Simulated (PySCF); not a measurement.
# Cl2Si, triplet, SMILES `Cl[Si]Cl`: electronic structure

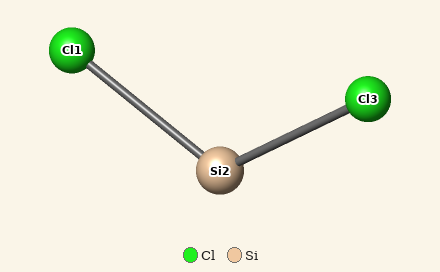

The molecule, with its atoms numbered as below. No frequency check shows the geometry to be a minimum.

Cartesian coordinates (Å):

```
Cl1      1.7620   -0.3097    0.0000
Si2      0.0001    0.7520    0.0000
Cl3     -1.7621   -0.3096    0.0000
```

## 1. Bonding charge

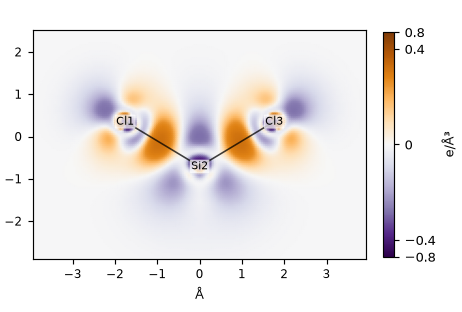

Deformation density (molecule less spherical, spin-averaged free atoms) in the molecular plane; colour scale in e/Å³, logarithmic beyond ±0.1; orange: gain, purple: loss.

Level of theory: M06-2X/def2-TZVP (PySCF), at a geometry from GFN2-xTB. The stability of the open-shell solution wasn't checked. This spin state may not be the molecule's ground state. GFN2-xTB doesn't know the spin state, so this open-shell geometry is rough.

Q: Describe the bonding that the map shows.

A: Cl1–Si2 and Si2–Cl3: +0.07 e/Å³ at the bond critical point (bond length 2.06 Å, Mayer order 1.2); up to 0.6 Å beside the axis the gain reaches +0.18 e/Å³. In all, 0.6 electrons gather in the regions of gain relative to the promolecule. A small or negative value marks a very polar bond, one between electron-rich atoms, whose free-atom densities already overlap strongly, a long bond to a heavier atom, or a closed-shell contact such as a hydrogen bond.

Q: Where do the Hirshfeld charges lie?

A: The highest Hirshfeld charge is on Si2 (+0.21 e), the lowest on Cl1 and Cl3 (−0.10 e).

## 2. Bond critical points

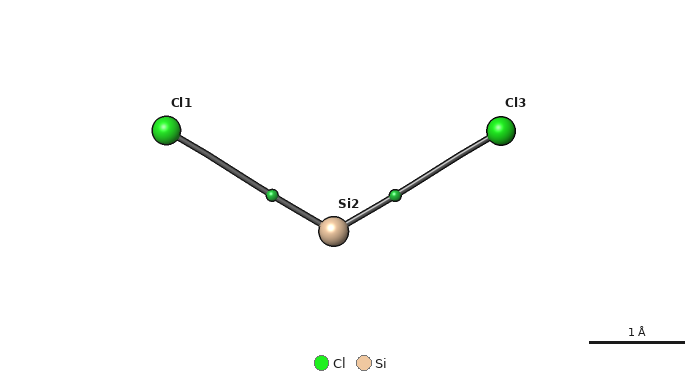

Molecular graph of the electron density (QTAIM): bond paths, bond critical points (green), ring points (magenta, if any); weak paths are dashed.

Q: How many critical points of each kind are there, and does the count close?

A: 3 nuclei, 2 bond, 0 ring and 0 cage critical points: 3 − 2 + 0 − 0 = 1, as the Poincaré–Hopf relation requires.

Q: Tabulate density, Laplacian, ellipticity and energy density at the bond critical points (atomic units).

A:
| bond | length (Å) | ρ (a.u.) | ∇²ρ (a.u.) | ε | H (a.u.) |
| --- | --- | --- | --- | --- | --- |
| Cl1–Si2 (2 alike) | 2.057 | 0.098 | +0.22 | 0.20 | −0.052 |

Q: What kind of interaction is Cl1–Si2?

A: Polar or intermediate (positive Laplacian, negative energy density H): ρ = 0.098, ∇²ρ = +0.22, H = −0.052 a.u.

## 3. Electrostatic potential

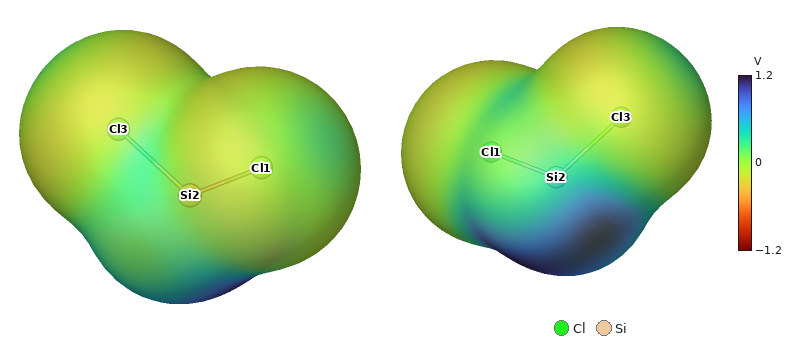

Electrostatic potential on the surface of electron density 0.001 a.u. (back view left, front view right).

Q: Where are the extremes of the potential on the surface?

A: Highest: 1.19 V, 2.1 Å from Si2, and at like points elsewhere. Further maxima include 0.28 V, off the Si2–Cl3 bond (2.3 to 2.4 Å from its atoms), and at like points elsewhere; 0.25 V, 2.0 Å from Cl1. Lowest: −0.22 V, off the molecular plane, over Cl3 (2.1 Å), and at like points elsewhere. The surface is sampled at points, so like sites can differ by a few per cent and only the strongest of them is named.

Q: Does Cl1 carry a σ-hole?

A: Yes: a local maximum of +0.25 V lies on the extension of the Si2–Cl1 bond.

## 4. Spin density

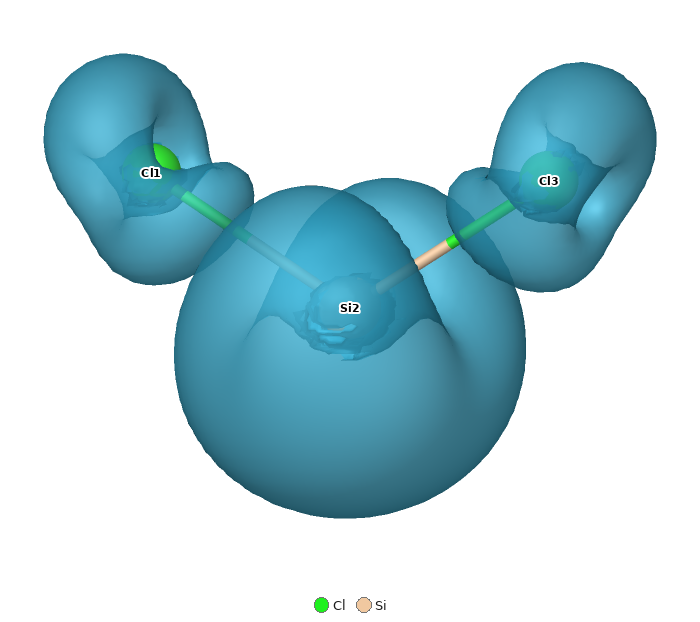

Spin density ρα − ρβ at ±0.03 e/Å³ (light blue: excess α, orange: excess β).

Q: How is the spin shared among the atoms?

A: Hirshfeld spin populations: Si2 +1.54 and Cl1 and Cl3 +0.23. ⟨S²⟩ = 2.00, as for a pure state.

## 5. In an electric field

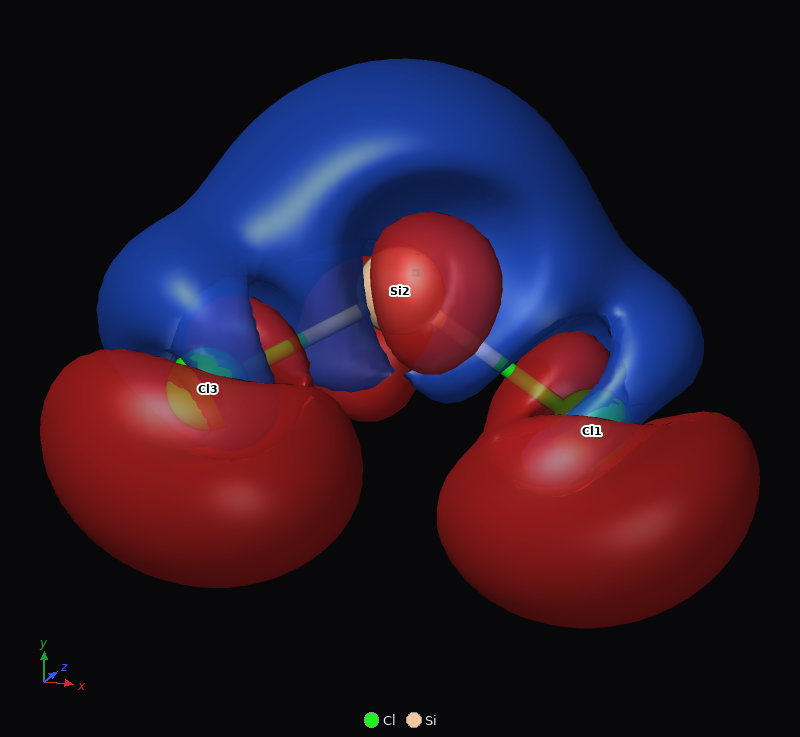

Change of the electron density in a uniform field of 0.21 V/Å, surfaces at ±0.0006 e/Å³ (blue: gain, red: loss).

Method: HF/6-311+G**; geometry: GFN2-xTB; program: PySCF. The basis has diffuse s and p functions alone, which still leaves polarisabilities too small, most of all across bonds. The stability of the open-shell solution wasn't checked. This spin state may not be the molecule's ground state. GFN2-xTB doesn't know the spin state, so this open-shell geometry is rough.

Q: Along which Cartesian direction does the field point?

A: Along −y: electrons gather on the +y side, against the field.

Q: How large is the response?

A: The induced dipole is 0.37 D (along the field); α along this axis, from the fields in both directions, is 36 bohr³ (5.3 Å³).

Q: Which atoms gain and lose the most charge?

A: Electrons gather most on Si2 (Hirshfeld charge changes by −0.019 e) and leave Cl1 and Cl3 alike most (+0.009 e); 0.035 electrons are displaced in all.
